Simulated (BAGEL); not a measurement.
**A workflow on SiHCl2F (SMILES F[SiH](Cl)Cl)**

Wanted: the energy (HF/cc-pVDZ), then the energy (NEVPT2(2,2)/cc-pVDZ), then a single-point energy (CASPT2(2,2)/cc-pVDZ) of SiHCl2F. 

The results are computed with BAGEL 1.2.2.

2 further runs of the same task are left out: 2 set aside as unsound or not needed.

## 1. The molecule

SiHCl2F has 5 atoms, charge 0, and is taken as a singlet. As SMILES, `F[SiH](Cl)Cl`. The F1–Si2 distance was set to 2.134 Å, away from the relaxed value.

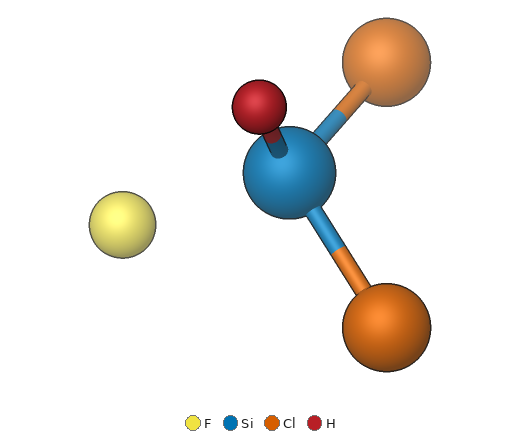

Viewed from a chosen angle; fluorine yellow, silicon blue, chlorine orange, hydrogen red.

## 2. The energy at HF/cc-pVDZ (density fitting with svp-jkfit) (run 1)

The input, job.json:

```json
{ "bagel" : [

{
  "title" : "molecule",
  "basis" : "cc-pvdz.json",
  "df_basis" : "svp-jkfit",
  "angstrom" : true,
  "geometry" : [
    { "atom" : "F", "xyz" : [    0.007431,   -0.904694,    1.973011 ] },
    { "atom" : "Si", "xyz" : [    0.115700,   -0.048400,    0.020800 ] },
    { "atom" : "Cl", "xyz" : [   -0.511900,    1.872300,    0.131500 ] },
    { "atom" : "Cl", "xyz" : [   -1.092800,   -1.108700,   -1.208300 ] },
    { "atom" : "H", "xyz" : [    1.503300,   -0.106100,   -0.452400 ] }
  ]
},
{
  "title" : "hf"
},
{
  "title" : "print",
  "file" : "orbitals.molden",
  "orbitals" : true
}

]}
```

The basis set cc-pVDZ is read from a file made from the Basis Set Exchange's data (not shown).

Command:

```sh
$ BAGEL_NUM_THREADS=1 BAGEL job.json > job.out
```

The program printed:

```text
* using 1 threads per process

  ===============================================================
  ===============================================================

  *** Geometry ***

  { "atom" : "F", "xyz" : [      0.014043,     -1.709624,      3.728450 ] },
  { "atom" : "Si", "xyz" : [      0.218641,     -0.091463,      0.039306 ] },
  { "atom" : "Cl", "xyz" : [     -0.967351,      3.538134,      0.248499 ] },
  { "atom" : "Cl", "xyz" : [     -2.065093,     -2.095139,     -2.283356 ] },
  { "atom" : "H", "xyz" : [      2.840825,     -0.200500,     -0.854912 ] },

  Number of auxiliary basis functions:      479

  Since a DF basis is specified, we compute 2- and 3-index integrals:
    o Being stored without compression. Storage requirement is 0.020 GB

  Number of basis functions:       73
  Number of electrons      :       58

    * METHOD: MOLECULE                             0.22

  *** RHF ***

  === Nuclear Repulsion ===
   262.6930023450

      * DIIS with orbital gradients will be used.

  === RHF iteration (cc-pvdz.json) ===
      0      -1307.85048726          0.01390229           0.09
      1      -1307.93251655          0.01214898           0.09
      2      -1308.03576176          0.00122760           0.09
      3      -1308.03755787          0.00033620           0.08
      4      -1308.03775029          0.00013062           0.08
      5      -1308.03777807          0.00005005           0.08
      6      -1308.03778235          0.00001877           0.08
      7      -1308.03778286          0.00000380           0.08
      8      -1308.03778287          0.00000189           0.08
      9      -1308.03778288          0.00000084           0.08
     10      -1308.03778288          0.00000016           0.09
     11      -1308.03778288          0.00000006           0.08
     12      -1308.03778288          0.00000002           0.09
     13      -1308.03778288          0.00000001           0.09
    * SCF iteration converged.

    * Permanent dipole moment:
           (   -0.420350,    -0.501725,     1.298447) a.u.

    * METHOD: HF                                   1.35

    * METHOD: PRINT                                0.01

  ===============================================================
```

Run time: 1.7 s. Hardware: 1 thread of Arm Neoverse V1, shared host; peak memory 0.15 GiB.

## 3. The energy at NEVPT2(2,2)/cc-pVDZ (density fitting with svp-jkfit) (run 2)

The input, calc.json:

```json
{ "bagel": [

{
  "title": "molecule",
  "basis": "cc-pvdz.json",
  "df_basis": "svp-jkfit",
  "angstrom": true,
  "geometry": [
    { "atom": "F", "xyz": [    0.007431,   -0.904694,    1.973011 ] },
    { "atom": "Si", "xyz": [    0.115700,   -0.048400,    0.020800 ] },
    { "atom": "Cl", "xyz": [   -0.511900,    1.872300,    0.131500 ] },
    { "atom": "Cl", "xyz": [   -1.092800,   -1.108700,   -1.208300 ] },
    { "atom": "H", "xyz": [    1.503300,   -0.106100,   -0.452400 ] }
  ]
},
{
  "title": "hf"
},
{
  "title": "nevpt2",
  "nstate": 1,
  "nact": 2,
  "nclosed": 28,
  "active": [23, 30],
  "maxiter": 200,
  "natocc": true,
  "ncore": 16
},
{
  "title": "print",
  "file": "orbitals.molden",
  "orbitals": true
}

]}
```

The basis set cc-pVDZ is read from a file made from the Basis Set Exchange's data (not shown).

Command:

```sh
$ BAGEL_NUM_THREADS=1 BAGEL calc.json > calc.out
```

The program printed:

```text
* using 1 threads per process

  ===============================================================
  ===============================================================

  *** Geometry ***

  { "atom" : "F", "xyz" : [      0.014043,     -1.709624,      3.728450 ] },
  { "atom" : "Si", "xyz" : [      0.218641,     -0.091463,      0.039306 ] },
  { "atom" : "Cl", "xyz" : [     -0.967351,      3.538134,      0.248499 ] },
  { "atom" : "Cl", "xyz" : [     -2.065093,     -2.095139,     -2.283356 ] },
  { "atom" : "H", "xyz" : [      2.840825,     -0.200500,     -0.854912 ] },

  Number of auxiliary basis functions:      479

  Since a DF basis is specified, we compute 2- and 3-index integrals:
    o Being stored without compression. Storage requirement is 0.020 GB

  Number of basis functions:       73
  Number of electrons      :       58

    * METHOD: MOLECULE                             0.22

  *** RHF ***

  === Nuclear Repulsion ===
   262.6930023450

      * DIIS with orbital gradients will be used.

  === RHF iteration (cc-pvdz.json) ===
      0      -1307.85048726          0.01390229           0.09
      1      -1307.93251655          0.01214898           0.09
      2      -1308.03576176          0.00122760           0.09
      3      -1308.03755787          0.00033620           0.09
      4      -1308.03775029          0.00013062           0.08
      5      -1308.03777807          0.00005005           0.08
      6      -1308.03778235          0.00001877           0.09
      7      -1308.03778286          0.00000380           0.08
      8      -1308.03778287          0.00000189           0.09
      9      -1308.03778288          0.00000084           0.09
     10      -1308.03778288          0.00000016           0.08
     11      -1308.03778288          0.00000006           0.08
     12      -1308.03778288          0.00000002           0.08
     13      -1308.03778288          0.00000001           0.08
    * SCF iteration converged.

    * Permanent dipole moment:
           (   -0.420350,    -0.501725,     1.298447) a.u.

    * METHOD: HF                                   1.36

    * freezing 16 orbitals
  ---------------------------
      CASSCF calculation
  ---------------------------

    ==== Active orbitals : =====
         Orbital 23
         Orbital 30
    ============================

    * nstate   :      1
    * nclosed  :     28
    * nact     :      2
    * nvirt    :     43
  === CASSCF iteration (cc-pvdz.json) ===

    * Using the second-order algorithm

      0  0     -1308.04031147     6.24e-04      0.02

      1  0     -1308.06546916     2.72e-03      0.36

      2  0     -1308.06825786     1.26e-03      0.47

      3  0     -1308.06863537     8.22e-04      0.48

      4  0     -1308.06875525     4.90e-04      0.46

      5  0     -1308.06879456     2.82e-04      0.47

      6  0     -1308.06880726     1.60e-04      0.47

      7  0     -1308.06881132     9.04e-05      0.48

      8  0     -1308.06881261     5.10e-05      0.47

      9  0     -1308.06881302     2.87e-05      0.48

     10  0     -1308.06881315     1.61e-05      0.48

     11  0     -1308.06881319     9.08e-06      0.47

     12  0     -1308.06881321     5.10e-06      0.47

     13  0     -1308.06881321     2.87e-06      0.48

     14  0     -1308.06881321     1.61e-06      0.46

     15  0     -1308.06881321     9.06e-07      0.48

     16  0     -1308.06881321     5.09e-07      0.45

     17  0     -1308.06881321     2.86e-07      0.46

     18  0     -1308.06881321     1.61e-07      0.43

     19  0     -1308.06881321     9.04e-08      0.39

     20  0     -1308.06881321     5.08e-08      0.38

     21  0     -1308.06881321     2.85e-08      0.37

     22  0     -1308.06881321     1.60e-08      0.35

     23  0     -1308.06881321     9.02e-09      0.34

    * Second-order optimization converged. *

     guess   0:   closed 1.                   open ..

  === FCI iteration ===

      0  0     -1308.03473031     1.01e-01      0.00
      1  0     -1308.06754460     1.51e-02      0.00
      2  0 *   -1308.06881321     7.79e-16      0.00

     * ci vector, state   0, <S^2> = 0.0000
       2.     0.9857952374
       .2    -0.1679516298

  === DF-NEVPT2 calculation ===

    * 3-index integral transformation done
    * assembly done

      NEVPT2 correlation energy:   -0.5252944618      0.10

          (+0)     -0.4170276095
          (+0)'    -0.0489318327
          (+1)     -0.0146764758
          (+1)'    -0.0000000000
          (+2)     -0.0007738978
          (-1)     -0.0397117165
          (-1)'     0.0000000000
          (-2)     -0.0041729294

      NEVPT2 total energy:       -1308.5941076747

    * METHOD: NEVPT2                              10.60

    * METHOD: PRINT                                0.01

  ===============================================================
```

It took 12 s on 1 thread of Arm Neoverse V1, shared host; peak memory 0.15 GiB.

## 4. A single-point energy at CASPT2(2,2)/cc-pVDZ (density fitting with svp-jkfit) (run 3)

The input, input.json:

```json
{ "bagel": [

{
  "title": "molecule",
  "basis": "cc-pvdz.json",
  "df_basis": "svp-jkfit",
  "angstrom": true,
  "geometry": [
    { "atom": "F", "xyz": [       0.007431,      -0.904694,       1.973011 ] },
    { "atom": "Si", "xyz": [       0.115700,      -0.048400,       0.020800 ] },
    { "atom": "Cl", "xyz": [      -0.511900,       1.872300,       0.131500 ] },
    { "atom": "Cl", "xyz": [      -1.092800,      -1.108700,      -1.208300 ] },
    { "atom": "H", "xyz": [       1.503300,      -0.106100,      -0.452400 ] }
  ]
},

{ "title": "hf" },

{ "title": "casscf", "nstate": 1, "nact": 2, "nclosed": 28, "active": [23, 30], "maxiter": 200, "natocc": true },

{ "title": "print", "file": "orbitals.molden", "orbitals": true },

{ "title": "smith", "method": "caspt2", "ms": true, "xms": true, "sssr": true, "shift": 0.2, "shift_imag": true, "ncore": 16 }

]}
```

The basis set cc-pVDZ is read from a file made from the Basis Set Exchange's data (not shown).

Command:

```sh
$ BAGEL_NUM_THREADS=1 BAGEL input.json > input.out
```

The program printed:

```text
* using 1 threads per process

  ===============================================================
  ===============================================================

  *** Geometry ***

  { "atom" : "F", "xyz" : [      0.014043,     -1.709624,      3.728450 ] },
  { "atom" : "Si", "xyz" : [      0.218641,     -0.091463,      0.039306 ] },
  { "atom" : "Cl", "xyz" : [     -0.967351,      3.538134,      0.248499 ] },
  { "atom" : "Cl", "xyz" : [     -2.065093,     -2.095139,     -2.283356 ] },
  { "atom" : "H", "xyz" : [      2.840825,     -0.200500,     -0.854912 ] },

  Number of auxiliary basis functions:      479

  Since a DF basis is specified, we compute 2- and 3-index integrals:
    o Being stored without compression. Storage requirement is 0.020 GB

  Number of basis functions:       73
  Number of electrons      :       58

    * METHOD: MOLECULE                             0.22

  *** RHF ***

  === Nuclear Repulsion ===
   262.6930023450

      * DIIS with orbital gradients will be used.

  === RHF iteration (cc-pvdz.json) ===
      0      -1307.85048726          0.01390229           0.09
      1      -1307.93251655          0.01214898           0.08
      2      -1308.03576176          0.00122760           0.08
      3      -1308.03755787          0.00033620           0.09
      4      -1308.03775029          0.00013062           0.09
      5      -1308.03777807          0.00005005           0.09
      6      -1308.03778235          0.00001877           0.09
      7      -1308.03778286          0.00000380           0.09
      8      -1308.03778287          0.00000189           0.09
      9      -1308.03778288          0.00000084           0.09
     10      -1308.03778288          0.00000016           0.09
     11      -1308.03778288          0.00000006           0.08
     12      -1308.03778288          0.00000002           0.08
     13      -1308.03778288          0.00000001           0.09
    * SCF iteration converged.

    * Permanent dipole moment:
           (   -0.420350,    -0.501725,     1.298447) a.u.

    * METHOD: HF                                   1.37

  ---------------------------
      CASSCF calculation
  ---------------------------

    ==== Active orbitals : =====
         Orbital 23
         Orbital 30
    ============================

    * nstate   :      1
    * nclosed  :     28
    * nact     :      2
    * nvirt    :     43
  === CASSCF iteration (cc-pvdz.json) ===

    * Using the second-order algorithm

      0  0     -1308.04031147     6.24e-04      0.02

      1  0     -1308.06546916     2.72e-03      0.37

      2  0     -1308.06825786     1.26e-03      0.48

      3  0     -1308.06863537     8.22e-04      0.48

      4  0     -1308.06875525     4.90e-04      0.46

      5  0     -1308.06879456     2.82e-04      0.47

      6  0     -1308.06880726     1.60e-04      0.46

      7  0     -1308.06881132     9.04e-05      0.48

      8  0     -1308.06881261     5.10e-05      0.45

      9  0     -1308.06881302     2.87e-05      0.48

     10  0     -1308.06881315     1.61e-05      0.47

     11  0     -1308.06881319     9.08e-06      0.48

     12  0     -1308.06881321     5.10e-06      0.47

     13  0     -1308.06881321     2.87e-06      0.48

     14  0     -1308.06881321     1.61e-06      0.46

     15  0     -1308.06881321     9.06e-07      0.48

     16  0     -1308.06881321     5.09e-07      0.44

     17  0     -1308.06881321     2.86e-07      0.46

     18  0     -1308.06881321     1.61e-07      0.42

     19  0     -1308.06881321     9.04e-08      0.39

     20  0     -1308.06881321     5.08e-08      0.37

     21  0     -1308.06881321     2.85e-08      0.37

     22  0     -1308.06881321     1.60e-08      0.36

     23  0     -1308.06881321     9.02e-09      0.33

    * Second-order optimization converged. *

     guess   0:   closed 1.                   open ..

  === FCI iteration ===

      0  0     -1308.03473031     1.01e-01      0.00
      1  0     -1308.06754460     1.51e-02      0.00
      2  0 *   -1308.06881321     7.79e-16      0.00

     * ci vector, state   0, <S^2> = 0.0000
       2.     0.9857952374
       .2    -0.1679516298

    * METHOD: CASSCF                              10.34

    * METHOD: PRINT                                0.01

  === SMITH program ===

    * freezing 16 orbitals

    * Approximate memory requirement for SMITH calulation per MPI process:
      o Storage requirement for T-amplitude, lambda, and residual is 0.01 GB
      o Storage requirement for MO integrals is 0.00 GB
    * Calculating and saving rdm4f

    * Zeroth order energy : state  0       -1.1165279807

    * CASPT2 iteration is performed using orthogonal basis

      -------------------------------------------  CASPT2 iteration  ---------------------------------------------------
       #      aibj      arbs      arbi      airj      risj      airs      arst      rist         Etot      error   time
      ------------------------------------------------------------------------------------------------------------------

       0  -0.41619  -0.00471  -0.03806  -0.01610  -0.00100  -0.04316  -0.00000  -0.00000   -0.5192192  0.0030144   0.05
       1  -0.41694  -0.00476  -0.03830  -0.01669  -0.00111  -0.04431  -0.00000  -0.00000   -0.5221181  0.0005845   0.05
       2  -0.41699  -0.00476  -0.03822  -0.01674  -0.00113  -0.04442  -0.00000  -0.00000   -0.5222721  0.0001401   0.05
       3  -0.41699  -0.00476  -0.03821  -0.01673  -0.00114  -0.04444   0.00000   0.00000   -0.5222779  0.0000354   0.05
       4  -0.41699  -0.00476  -0.03822  -0.01673  -0.00114  -0.04444  -0.00000   0.00000   -0.5222784  0.0000084   0.05
       5  -0.41700  -0.00476  -0.03822  -0.01673  -0.00114  -0.04444  -0.00000   0.00000   -0.5222785  0.0000021   0.05
       6  -0.41700  -0.00476  -0.03822  -0.01673  -0.00114  -0.04444  -0.00000   0.00000   -0.5222785  0.0000005   0.05

      ------------------------------------------------------------------------------------------------------------------

    * CASPT2 energy : state  0    -1308.5937287702
        w/o shift correction      -1308.5910916789
        reference weight              0.8532532722

    * METHOD: SMITH                                0.57

  ===============================================================
```

It took 13 s on 1 thread of Arm Neoverse V1, shared host; peak memory 0.15 GiB.

## 5. Outcome

| quantity | value |
| --- | --- |
| run 1, HF/cc-pVDZ: total energy | -1308.03778 Eh |
| run 1, HF/cc-pVDZ: dipole moment | 3.70 D |
| run 1, HF/cc-pVDZ: HOMO energy | -13.54 eV |
| run 1, HF/cc-pVDZ: LUMO energy | 1.82 eV |
| run 1, HF/cc-pVDZ: HOMO–LUMO gap | 15.36 eV |
| run 2, NEVPT2(2,2)/cc-pVDZ: total energy | -1308.59411 Eh |
| run 3, CASPT2(2,2)/cc-pVDZ: total energy | -1308.59373 Eh |
